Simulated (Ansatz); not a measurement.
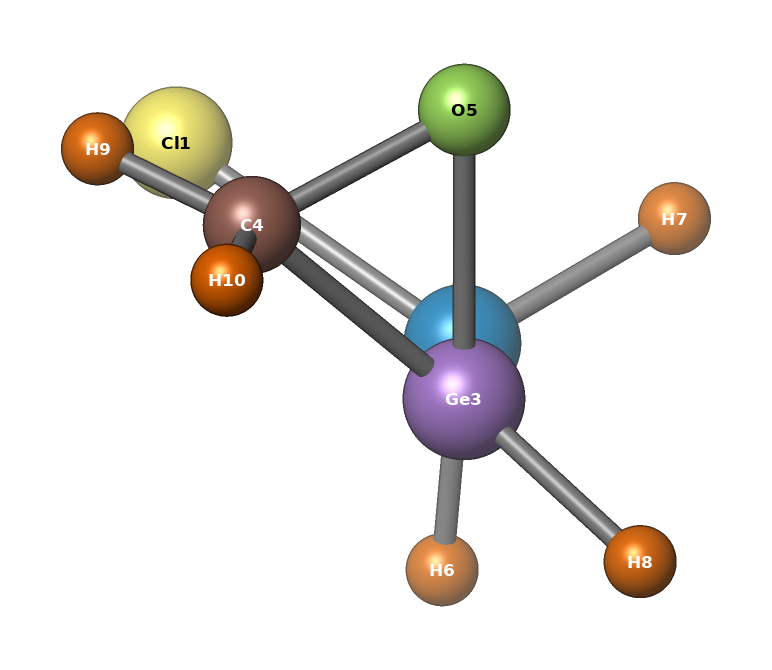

Si2 lies behind Ge3. The molecule seen nearly along the Ge3–Si2 bond, Ge3 in front. Distant atoms are faded towards the background colour. The geometry was computed by an optimisation with PBE0-D4/def2-TZVP. No frequency run is at hand to confirm it as a minimum.

> What is the torsion angle O5–Ge3–Si2–Cl1? The sign is positive where the front bond must turn clockwise to cover the back bond.

−57°, synclinal (gauche). The bonds about Ge3–Si2 are eclipsed.
